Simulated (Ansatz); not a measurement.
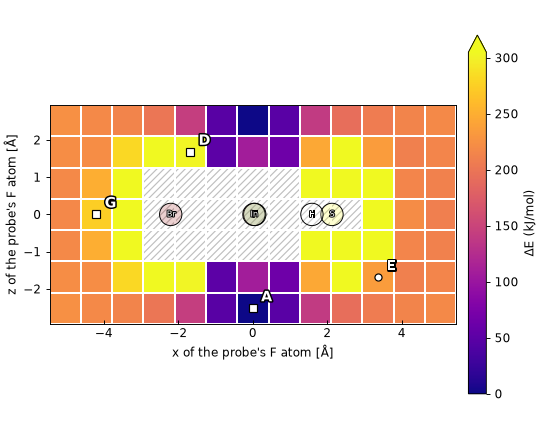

BrFHInS (SMILES [F][In]([SH])[Br]) with the probe F-. 
- The probe is moved over the plane through the molecule's long axis and the normal of its main plane.
- First axis: x of the probe's F atom. Second axis: z of the probe's F atom.
- Nothing is relaxed (molecule and probe rigid).
- The grid has 13 × 7 points; 40 points were computed and 34 follow by symmetry. At 17 points there is no value (left out of the scan, as a rule where atoms come close).
- Energies: kJ/mol, counted from the lowest grid point.
- Energies and slopes of some neighbouring points disagree (a jump in structure or state, or too coarse a mesh).
- All numbers below come from RHF/def2-SVPD (Ansatz).

Drawn: one coloured cell a grid point, labelled circles for the molecule's atoms, projected on the plane, one colour for all values above the top of the scale, hatched blanks where no value was computed, lettered points.

Question: Is A the lowest point of the computed grid?

Answer: Yes. A, at x of the probe's F atom = 0.00 Å, z of the probe's F atom = −2.52 Å [nearest 1 In at 2.52 Å], has the lowest energy of the grid.

Question: Rank the lettered points by energy, lowest first.

Answer: A (0 kJ/mol), E (235 kJ/mol), G (274 kJ/mol), D (301 kJ/mol).
